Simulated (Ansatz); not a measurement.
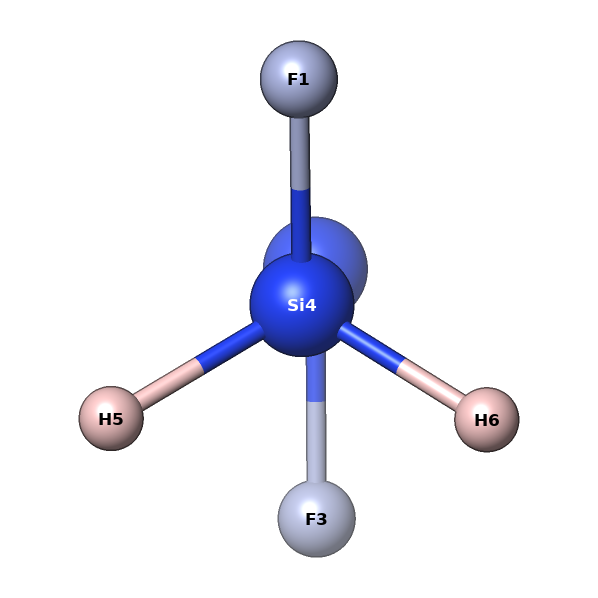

Si2 lies behind Si4. The molecule seen nearly along the Si4–Si2 bond, Si4 in front. Depth is shown by fading: the farther an atom, the more it takes the colour of the background. The computed structure is the end point of a PBE0-D4/def2-TZVP optimisation. No frequency run is at hand to confirm it as a minimum.

Question: What is the torsion angle F1–Si4–Si2–F3? The sign is positive where the front bond must turn clockwise to cover the back bond.

Answer: 180°, antiperiplanar (anti).
